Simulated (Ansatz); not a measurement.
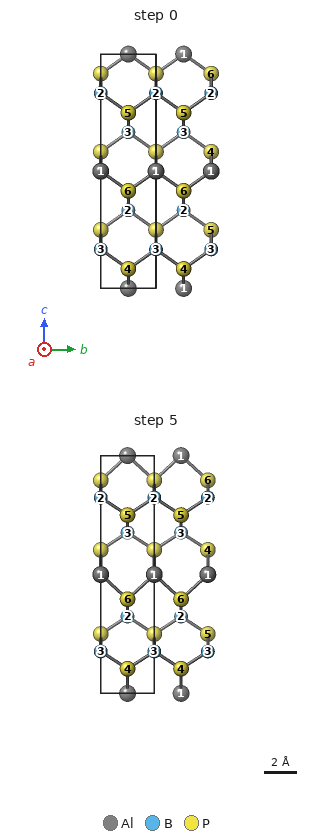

The structure of a crystal of AlB2P3 (a generated structure, set up in I-4m2) (coarse preliminary run) before (top) and after (bottom) a relaxation, at one scale.

Style: ball-and-stick. Shown: the conventional cell (2 times the calculation's cell), repeated 1 × 2 × 1 with one cell outlined, along the a axis. Lengths and directions refer to the drawn axes.

Theory: Ansatz, DFT PBE, scalar-relativistic, plane waves, PAW. Set-up: plane-wave cutoff 420 eV; k-point mesh 8 × 8 × 8; occupations gaussian; smearing width 0.1 eV; no spin polarisation; cell and atoms relaxed; force threshold 0.04 eV/Å; at most 70 steps.

What changed between the two?

After 4 accepted moves (5 points after the start) the energy has fallen by 266 meV per atom. The largest force component goes from 4.9 to 0.0094 eV/Å. The pressure goes from 0.95 to −0.02 GPa. At 1 point the geometry stayed and the basis and grid were re-selected for the new cell (energy shift of 0.2 meV per atom at most each time). The largest moves relative to the cell, 0.31 Å, are those of P4 and P6. P4 goes along +c. By element the largest moves are P 0.31 Å, B 0.15 Å. Al stays in place. The drawn cell changes as follows: a = b 3.503 → 3.396 Å (−3.1 %), c 14.860 → 15.080 Å (+1.5 %); the volume changes by −4.6 %. Near-neighbour distances that change, for instance: Al1–P4 2.145 → 2.309 Å, B2–P6 2.145 → 2.020 Å, B2–P5 2.145 → 2.028 Å. Among the angles between lasting bonds that change: Al1–P4–Al1 109.5° → 94.7°, P4–Al1–P4 109.5° → 94.7°, P4–Al1–P6 109.5° → 117.3°. The space group stays I-4m2 (No. 119).
